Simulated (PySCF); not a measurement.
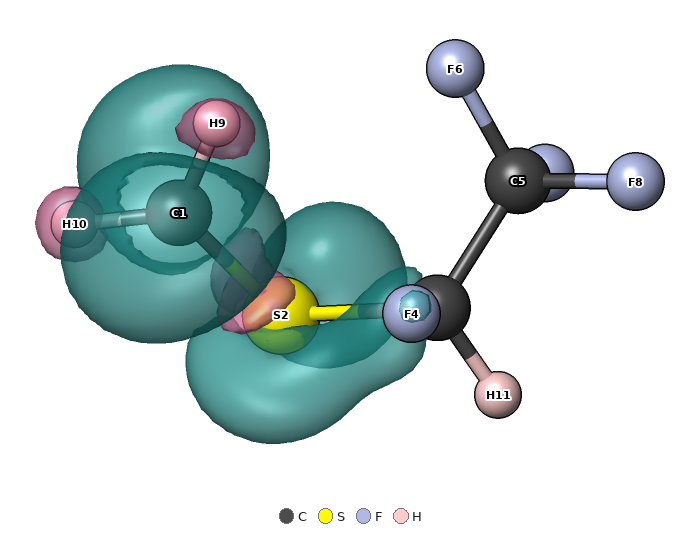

Figure. C3H3F4S (SMILES [CH2]S[C@H](F)C(F)(F)F) (doublet). Isosurfaces of the spin density at +0.015 (teal) and −0.015 e/Å³ (pink), seen across its widest extent.

Geometry: GFN2-xTB.

Theory: UKS B3LYP, pcH-1 on C F H S, non-relativistic, mean-field spin-orbit, GIAO in PySCF 2.14.0, density-fitted response routines.

```xyz
11

C     2.0771   -0.1180    0.0525
S     1.0511    0.7757   -0.9563
C    -0.5163    0.8164    0.0313
F    -0.2639    1.0501    1.3414
C    -1.3097   -0.4888   -0.1062
F    -0.6743   -1.5509    0.3861
F    -1.5715   -0.7401   -1.3929
F    -2.4869   -0.4083    0.5234
H     1.7042   -0.9486    0.6158
H     3.1221   -0.0211   -0.1558
H    -1.1264    1.6362   -0.3653
```

Question: Describe the spin distribution.

Answer: The unpaired spin (1 electron) lies mostly on C1 (about 0.6) and S2 (about 0.2), in electrons by Hirshfeld's partition.
